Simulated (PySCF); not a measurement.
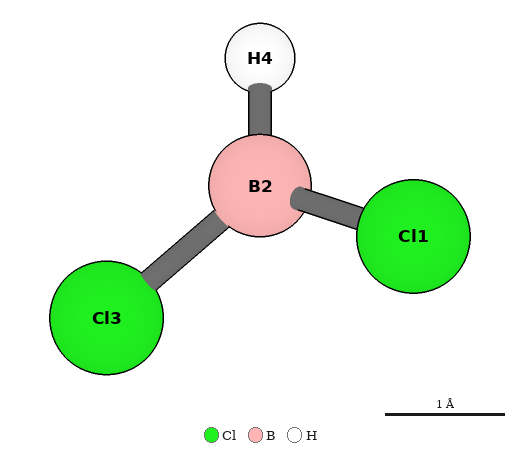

Orthographic view with a scale bar. The geometry was computed by an optimisation with PBE0-D3(BJ)/def2-SVP. No frequency run is at hand to confirm it as a minimum.

Give an XYZ file in the frame of the picture: x to the right, y up, z towards the viewer, origin at the mean of the atomic positions.

```xyz
4
BCl2H
Cl   1.30  -0.31   1.02
B    0.00   0.12  -0.06
Cl  -1.30  -1.00  -0.37
H    0.00   1.19  -0.59
```
